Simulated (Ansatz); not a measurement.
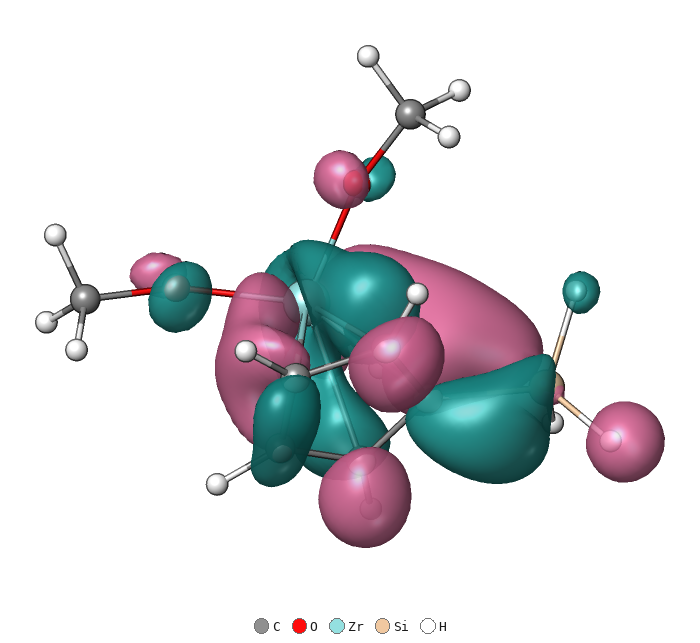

The picture shows: C$_{7}$H$_{14}$O$_{3}$SiZr. The LUMO at ±0.1 Å⁻³ᐟ² (teal and pink are the two phases), seen across its widest extent.

Geometry: PBE0-D4/def2-TZVP; core potentials replace the inner electrons of Zr.

Method: Ansatz 0.2.0, RKS PBE0-D4/def2-TZVPP.

```
atom    x (Å)    y (Å)    z (Å)
   C  -1.8866   0.1393  -2.5735
   O  -1.6224   0.0982  -1.2170
  Zr  -0.6979  -0.0478   0.4716
   O  -1.2725  -1.7412   1.2468
   O  -1.4128   1.3440   1.6066
   C  -1.4629   2.4576   2.4248
   C   1.4386   1.3122   0.1580
   C   1.6177   0.5875   1.3601
   C   1.6688  -0.7769   1.0369
   C   1.5128  -0.9250  -0.3702
  Si   1.5241  -2.5180  -1.3188
   C   1.3854   0.3888  -0.8987
   H  -0.9627   0.2401  -3.1592
   H  -2.3913  -0.7781  -2.8988
   H  -2.5352   0.9891  -2.8166
   H  -1.0730  -2.6427   1.4814
   H  -1.8702   2.1975   3.4090
   H  -2.1036   3.2326   1.9876
   H  -0.4644   2.8907   2.5758
   H   1.3404   2.3852   0.0726
   H   1.6783   1.0103   2.3527
   H   1.7736  -1.5875   1.7438
   H   1.1339  -3.6311  -0.4134
   H   2.8770  -2.8121  -1.8638
   H   0.5707  -2.4469  -2.4571
   H   1.2344   0.6342  -1.9405
```

### What is the character of this orbital?

Its weight (Hirshfeld) is mainly on Zr3 (about 20 %), C10 (about 15 %), Si11 (about 15 %), C12 (about 10 %) and C9 (about 10 %). Its energy is −0.31 eV.
